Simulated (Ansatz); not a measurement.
# AlAsH2 (triplet): wave-function methods side by side, cc-pVTZ

How much of the correlation energy of AlAsH2 (triplet) does each wave-function method recover here?

Program: Ansatz 0.2.0, Gaussian basis. Level of theory: cc-pVTZ, core rule «outside noble gas», up to 19 orbitals frozen. These are calculated values, not measurements.

Plan: UHF; CCSD(T) on ROHF; CCSD(T) on UHF; BCCD(T) on ROHF; CCSDT(Q) on ROHF; CCSDT(Q) on UHF.

14 further runs of the same task are left out: 8 for a known fault of the program, 6 set aside as unsound or not needed.

## (1) The geometry

The geometry is a PBE0/def2-TZVP stationary point (not a proven minimum). No spin-orbit coupling is included. The filled d shell of As may be among the frozen orbitals whatever the setting's name suggests; the logs give the count.

4 atoms, charge 0, spin multiplicity 3.

Atoms are counted from 1 here; the program's logs count them from 0.

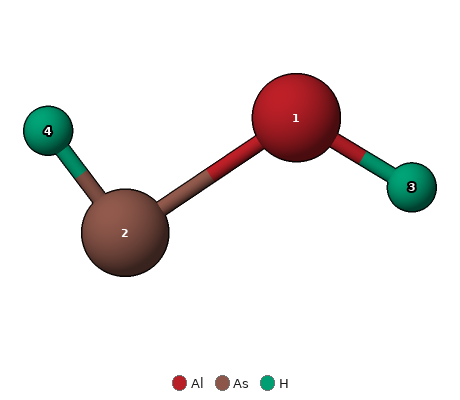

The geometry (aluminium red, arsenic brown, hydrogen teal); atoms are numbered from 1 in the order of the file.

In the tables R marks a restricted open-shell determinant and U an unrestricted one; energies count from the table's Hartree-Fock row.

## (2) UHF

File in.yaml:

```yaml
crystal:
  periodic: [false, false, false]
  atoms:
    - {symbol: Al, position_ang: [0.000000, -0.143301, 1.790435]}
    - {symbol: As, position_ang: [0.000000, 0.054308, -0.667817]}
    - {symbol: H, position_ang: [0.000000, 1.258720, 2.580257]}
    - {symbol: H, position_ang: [0.000000, -1.459507, -0.868621]}
basis:
  gaussian: {orbitals: cc-pVTZ}
magnetization: {spin_polarized: true, initial_magnetization: 2}
hamiltonian: {xc: hf}
output: {orbitals: {seedname: orbitals}}
```

Command:

```bash
ansatz run in.yaml --threads 1 --pin off --events-out ev --progress --plain --max-ram 4096MiB --backend cpu
```

Output:

```text
Functional definition: HF
  name "HF"
  cite "Fock, Z. Phys. 61, 126 (1930) doi:10.1007/BF01340294"
  parent pbe
  exchange = exact_x
  correlation = 0
942 factors; their error is unknown
mean field evaluation 1: about -67407.9622 eV, gradient 7.5e0 eV
mean field evaluation 2: about -67408.7504 eV, gradient 3.1e0 eV
mean field evaluation 4: about -67408.9781 eV, gradient 5.2e-1 eV
mean field evaluation 8: about -67408.9886 eV, gradient 1.4e-1 eV
mean field evaluation 16: about -67409.7739 eV, gradient 7.5e0 eV
mean field evaluation 32: about -67409.8528 eV, gradient 4.2e0 eV
mean field -67410.80105344 eV, -2477.3012460317 hartree, gradient 2.0e-5 eV, S^2 2.021714; 0 other end points of the search recorded, 0 dependent functions left out
reference -67410.80105344 eV, -2477.3012460317 hartree; 25, 23 occupied and 80, 82 virtual orbitals, 942 factors
Total energy: -67410.80105344 eV, -2477.3012460317 hartree
```

It took 2.4 s on 1 thread of AMD EPYC 7R13, shared host.

From the report: ⟨S²⟩ of the determinant 2.022 (pure triplet: 2.00).

## (3) CCSD(T) on ROHF

in.yaml, as its differences from that of step 2:

```diff
@@ -9,4 +9,4 @@
   gaussian: {orbitals: cc-pVTZ}
-magnetization: {spin_polarized: true, initial_magnetization: 2}
-hamiltonian: {xc: hf}
-output: {orbitals: {seedname: orbitals}}
+magnetization: {spin_polarized: false, initial_magnetization: 2}
+correlation: {method: ccsd_t, electrons: outside_noble_gas}
+output: {forces: true}
```

Command:

```bash
ansatz run in.yaml --threads 2 --pin off --events-out ev --progress --plain --max-ram 24576MiB --backend cuda --devices 0, --max-vram 18GiB
```

Output (excerpt; [...] marks lines left out):

```text
Functional definition: HF
  name "HF"
  cite "Fock, Z. Phys. 61, 126 (1930) doi:10.1007/BF01340294"
  parent pbe
[...]
656 factors; integrals over basis functions are off by at most 1.3e-3 eV
[...]
mean field -67410.66030671 eV, -2477.2960736849 hartree, gradient 2.6e-6 eV, S^2 2.000000; 4 other end points of the search recorded, 0 dependent functions left out
[...]
determinant -67410.66030671 eV, -2477.2960736849 hartree, with singles and doubles -67416.47474790 eV, -2477.5097504576 hartree
determinant -67409.03047430 eV, -2477.2361784486 hartree, with singles and doubles -67414.95301668 eV, -2477.4538278666 hartree
determinant -67408.36410275 eV, -2477.2116897459 hartree, with singles and doubles -67414.51876581 eV, -2477.4378694416 hartree
19 core orbitals not correlated: weight in the atoms' cores, before any rotation towards them, 1.000 or more for the frozen orbitals, at most 0.000 for the correlated occupied ones
reference -67410.66030671 eV, -2477.2960736849 hartree; 6, 4 occupied and 80, 82 virtual orbitals, 656 factors
second order -4.76051288 eV of doubles, -0.07653660 eV of singles
cycle   1  -5.70655191 eV  change   -3.2e-1 eV  update   2.1e-2
[...]
cycle  13  -5.72171164 eV  change    8.0e-8 eV  update   4.2e-7
perturbative correction -0.22661719 eV, -0.0083280282 hartree
[...]
Total energy: -67416.60863554 eV, -2477.5146707377 hartree
Atom 0 at     0.000000    -0.143301     1.790435 Å, force    -0.000000     0.034333     0.152553 eV/Å
Atom 1 at     0.000000     0.054308    -0.667817 Å, force     0.000000     0.049859    -0.135065 eV/Å
Atom 2 at     0.000000     1.258720     2.580257 Å, force     0.000000    -0.026469     0.005036 eV/Å
Atom 3 at     0.000000    -1.459507    -0.868621 Å, force    -0.000000    -0.057723    -0.022525 eV/Å
Dipole moment:     0.000000    -0.136056     0.057613 e Å
```

Run time: 12 s. Hardware: 1 × H100 (card shared with other runs) with 2 threads of AMD EPYC 7R13, shared host; peak host memory 0.96 GiB.

From the report: correlation -5.9483 eV; T1 0.026; largest double amplitude 0.04.

## (4) CCSD(T) on UHF

in.yaml, as its differences from that of step 3:

```diff
@@ -9,3 +9,3 @@
   gaussian: {orbitals: cc-pVTZ}
-magnetization: {spin_polarized: false, initial_magnetization: 2}
+magnetization: {spin_polarized: true, initial_magnetization: 2}
 correlation: {method: ccsd_t, electrons: outside_noble_gas}
```

The command is unchanged.

Output (excerpt; [...] marks lines left out):

```text
Functional definition: HF
  name "HF"
  cite "Fock, Z. Phys. 61, 126 (1930) doi:10.1007/BF01340294"
  parent pbe
[...]
656 factors; integrals over basis functions are off by at most 1.3e-3 eV
[...]
mean field -67410.80178540 eV, -2477.3012729308 hartree, gradient 3.0e-6 eV, S^2 2.021714; 4 other end points of the search recorded, 0 dependent functions left out
determinant -67410.80178540 eV, -2477.3012729308 hartree, with singles and doubles -67416.47981733 eV, -2477.5099367557 hartree
determinant -67409.22350259 eV, -2477.2432721074 hartree, with singles and doubles -67414.95900862 eV, -2477.4540480663 hartree
determinant -67408.66006267 eV, -2477.2225660724 hartree, with singles and doubles -67414.48022514 eV, -2477.4364530981 hartree
19 core orbitals not correlated: weight in the atoms' cores, before any rotation towards them, 1.000 or more for the frozen orbitals, at most 0.000 for the correlated occupied ones
reference -67410.80178540 eV, -2477.3012729308 hartree; 6, 4 occupied and 80, 82 virtual orbitals, 656 factors
second order -4.68005440 eV of doubles, -0.00000000 eV of singles
cycle   1  -5.57318630 eV  change   -3.4e-1 eV  update   2.2e-2
[...]
cycle  13  -5.58910432 eV  change    1.5e-7 eV  update   4.1e-7
perturbative correction -0.22078900 eV, -0.0081138460 hartree
[...]
Total energy: -67416.61167871 eV, -2477.5147825720 hartree
Atom 0 at     0.000000    -0.143301     1.790435 Å, force    -0.000000     0.034208     0.153725 eV/Å
Atom 1 at     0.000000     0.054308    -0.667817 Å, force     0.000000     0.049662    -0.135678 eV/Å
Atom 2 at     0.000000     1.258720     2.580257 Å, force     0.000000    -0.026372     0.004795 eV/Å
Atom 3 at     0.000000    -1.459507    -0.868621 Å, force    -0.000000    -0.057498    -0.022842 eV/Å
Dipole moment:     0.000000    -0.136227     0.057838 e Å
```

Run time: 20 s. Hardware: 1 × H100 (card shared with other runs) with 2 threads of AMD EPYC 7R13, shared host; peak host memory 0.96 GiB.

From the report: ⟨S²⟩ of the determinant 2.022 (pure triplet: 2.00); correlation -5.8099 eV; T1 0.021; largest double amplitude 0.04.

## (5) BCCD(T) on ROHF

in.yaml, as its differences from that of step 4:

```diff
@@ -9,4 +9,3 @@
   gaussian: {orbitals: cc-pVTZ}
-magnetization: {spin_polarized: true, initial_magnetization: 2}
-correlation: {method: ccsd_t, electrons: outside_noble_gas}
-output: {forces: true}
+magnetization: {spin_polarized: false, initial_magnetization: 2}
+correlation: {method: bccd_t, electrons: outside_noble_gas}
```

The command is unchanged.

Output (excerpt; [...] marks lines left out):

```text
Functional definition: HF
  name "HF"
  cite "Fock, Z. Phys. 61, 126 (1930) doi:10.1007/BF01340294"
  parent pbe
[...]
656 factors; integrals over basis functions are off by at most 1.3e-3 eV
[...]
mean field -67410.66030671 eV, -2477.2960736849 hartree, gradient 2.6e-6 eV, S^2 2.000000; 4 other end points of the search recorded, 0 dependent functions left out
[...]
determinant -67410.66030671 eV, -2477.2960736849 hartree, with singles and doubles -67416.47474790 eV, -2477.5097504576 hartree
determinant -67409.03047430 eV, -2477.2361784486 hartree, with singles and doubles -67414.95301668 eV, -2477.4538278666 hartree
determinant -67408.36410275 eV, -2477.2116897459 hartree, with singles and doubles -67414.51876581 eV, -2477.4378694416 hartree
19 core orbitals not correlated: weight in the atoms' cores, before any rotation towards them, 1.000 or more for the frozen orbitals, at most 0.000 for the correlated occupied ones
reference -67410.66030671 eV, -2477.2960736849 hartree; 6, 4 occupied and 80, 82 virtual orbitals, 656 factors
second order -4.76051288 eV of doubles, -0.07653660 eV of singles
cycle   1  -5.70997413 eV  change   -3.2e-1 eV  update   2.3e-2
[...]
cycle  10  -5.71902307 eV  change   -1.1e-6 eV  update   1.1e-5
perturbative correction -0.22960198 eV, -0.0084377173 hartree
Total energy: -67416.60893176 eV, -2477.5146816235 hartree
```

Run time: 12 s. Hardware: 1 × H100 (card shared with other runs) with 2 threads of AMD EPYC 7R13, shared host; peak host memory 0.81 GiB.

From the report: correlation -5.9486 eV; largest double amplitude 0.04.

## (6) CCSDT(Q) on ROHF

in.yaml, as its differences from that of step 5:

```diff
@@ -10,2 +10,2 @@
 magnetization: {spin_polarized: false, initial_magnetization: 2}
-correlation: {method: bccd_t, electrons: outside_noble_gas}
+correlation: {method: ccsdt_q, electrons: outside_noble_gas}
```

Launched as before.

Output (excerpt; [...] marks lines left out):

```text
Functional definition: HF
  name "HF"
  cite "Fock, Z. Phys. 61, 126 (1930) doi:10.1007/BF01340294"
  parent pbe
[...]
1261 factors; integrals over basis functions are off by at most 2.0e-7 eV
[...]
mean field -67410.66031921 eV, -2477.2960741443 hartree, gradient 1.1e-6 eV, S^2 2.000000; 4 other end points of the search recorded, 0 dependent functions left out
[...]
determinant -67410.66031921 eV, -2477.2960741443 hartree, with singles and doubles -67416.47476886 eV, -2477.5097512277 hartree
determinant -67409.03048673 eV, -2477.2361789055 hartree, with singles and doubles -67414.95305072 eV, -2477.4538291174 hartree
determinant -67408.36412581 eV, -2477.2116905932 hartree, with singles and doubles -67414.51879541 eV, -2477.4378705292 hartree
19 core orbitals not correlated: weight in the atoms' cores, before any rotation towards them, 1.000 or more for the frozen orbitals, at most 0.000 for the correlated occupied ones
reference -67410.66031921 eV, -2477.2960741443 hartree; 6, 4 occupied and 80, 82 virtual orbitals, 1261 factors
second order -4.76053078 eV of doubles, -0.07653658 eV of singles
cycle   1  -5.45221291 eV  change   -6.1e-1 eV  update   8.3e-2
[...]
cycle  18  -5.98457861 eV  change   -2.2e-8 eV  update   9.9e-7
perturbative correction -0.01093980 eV, -0.0004020301 hartree
Total energy: -67416.65583762 eV, -2477.5164053819 hartree
```

It took 30 s on 1 × H100 (card shared with other runs) with 2 threads of AMD EPYC 7R13, shared host; peak host memory 1.1 GiB.

From the report: correlation -5.9955 eV; T1 0.028; largest double amplitude 0.05.

## (7) CCSDT(Q) on UHF

in.yaml, as its differences from that of step 6:

```diff
@@ -9,3 +9,3 @@
   gaussian: {orbitals: cc-pVTZ}
-magnetization: {spin_polarized: false, initial_magnetization: 2}
+magnetization: {spin_polarized: true, initial_magnetization: 2}
 correlation: {method: ccsdt_q, electrons: outside_noble_gas}
```

The command is unchanged.

Output (excerpt; [...] marks lines left out):

```text
Functional definition: HF
  name "HF"
  cite "Fock, Z. Phys. 61, 126 (1930) doi:10.1007/BF01340294"
  parent pbe
[...]
1261 factors; integrals over basis functions are off by at most 2.0e-7 eV
[...]
mean field -67410.80179791 eV, -2477.3012733906 hartree, gradient 2.2e-6 eV, S^2 2.021714; 4 other end points of the search recorded, 0 dependent functions left out
determinant -67410.80179791 eV, -2477.3012733906 hartree, with singles and doubles -67416.47983854 eV, -2477.5099375352 hartree
determinant -67409.22351538 eV, -2477.2432725775 hartree, with singles and doubles -67414.95904003 eV, -2477.4540492208 hartree
determinant -67408.66008645 eV, -2477.2225669461 hartree, with singles and doubles -67414.48024762 eV, -2477.4364539240 hartree
19 core orbitals not correlated: weight in the atoms' cores, before any rotation towards them, 1.000 or more for the frozen orbitals, at most 0.000 for the correlated occupied ones
reference -67410.80179791 eV, -2477.3012733906 hartree; 6, 4 occupied and 80, 82 virtual orbitals, 1261 factors
second order -4.68007167 eV of doubles, -0.00000000 eV of singles
cycle   1  -5.30809195 eV  change   -6.3e-1 eV  update   8.3e-2
[...]
cycle  18  -5.84747887 eV  change    2.1e-7 eV  update   9.3e-7
perturbative correction -0.01114550 eV, -0.0004095894 hartree
Total energy: -67416.66042227 eV, -2477.5165738649 hartree
```

It took 27 s on 1 × H100 (card shared with other runs) with 2 threads of AMD EPYC 7R13, shared host; peak host memory 1 GiB.

From the report: ⟨S²⟩ of the determinant 2.022 (pure triplet: 2.00); correlation -5.8586 eV; T1 0.023; largest double amplitude 0.05.

## (8) All levels against the top one

The yardstick is UCCSDT(Q), where the cluster series has nearly closed. Rows without a time come out of other runs: HF, MP2 and CCSD of CCSD(T), CCSDT of CCSDT(Q). The times of RCCSD(T), UCCSD(T) include forces.

Differences are taken before rounding.

```csv
method,energy from the lowest ROHF (kJ/mol),from UCCSDT(Q) (kJ/mol),time
ROHF,0.0,+578.9,
UHF,-13.7,+565.3,
RMP2,-466.7,+112.2,
UMP2,-465.2,+113.7,
RCCSD,-552.1,+26.9,
UCCSD,-552.9,+26.0,
RCCSD(T),-573.9,+5.0,12 s
UCCSD(T),-574.2,+4.7,20 s
BCCD(T),-574.0,+5.0,12 s
RCCSDT,-577.4,+1.5,
UCCSDT,-577.8,+1.1,
RCCSDT(Q),-578.5,+0.4,30 s
UCCSDT(Q),-578.9,0,27 s
```

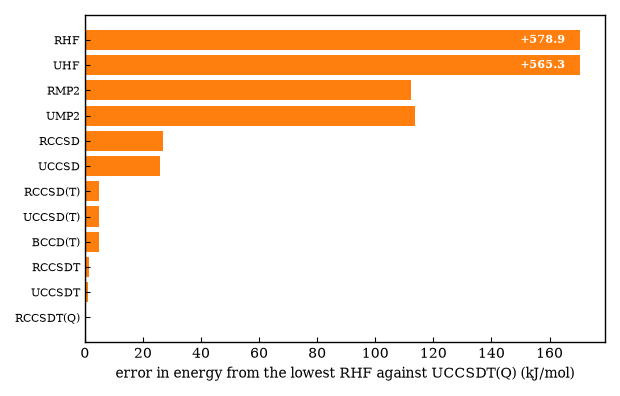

How far each level lands from UCCSDT(Q). Bars with a number in them are cut short.

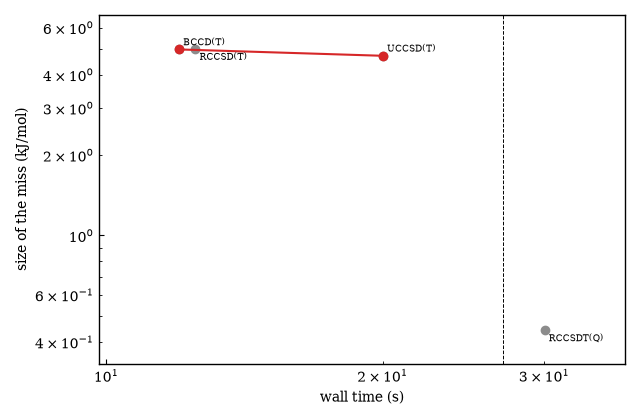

Accuracy for the time spent; red marks the levels that beat every quicker one drawn (of those quicker than the yardstick), and the dashed line is the time of UCCSDT(Q). Times are from a shared host.

With the free atoms at the same levels and basis (separate runs), the atomisation energy is 7.044 eV at UCCSDT(Q), 7.042 eV at RCCSD(T), 7.026 eV at UCCSD(T), 5.043 eV at ROHF.

## (9) What came out

```
                         quantity                      value
    UCCSDT(Q) from the ROHF energy                 -6.0001 eV
              RMP2 from UCCSDT(Q)              +112.2 kJ/mol
              UMP2 from UCCSDT(Q)              +113.7 kJ/mol
             RCCSD from UCCSDT(Q)               +26.9 kJ/mol
          RCCSD(T) from UCCSDT(Q)                +5.0 kJ/mol
          UCCSD(T) from UCCSDT(Q)                +4.7 kJ/mol
         RCCSDT(Q) from UCCSDT(Q)                +0.4 kJ/mol
levels within 1 kcal/mol (43 meV)  RCCSDT, UCCSDT, RCCSDT(Q)
                    T1 diagnostic                      0.026
```

RCCSD(T) misses by +5.0 kJ/mol, 0.9 % of the correlation energy. These misses are within one basis, not against nature; the frozen cores of restricted and unrestricted runs differ, which can shift their rows.

For cost: UCCSD(T) gets within 4.7 kJ/mol in 20 s, where UCCSDT(Q) took 27 s; the quickest level in the cost chart, BCCD(T), takes 12 s and misses by 5.0 kJ/mol.
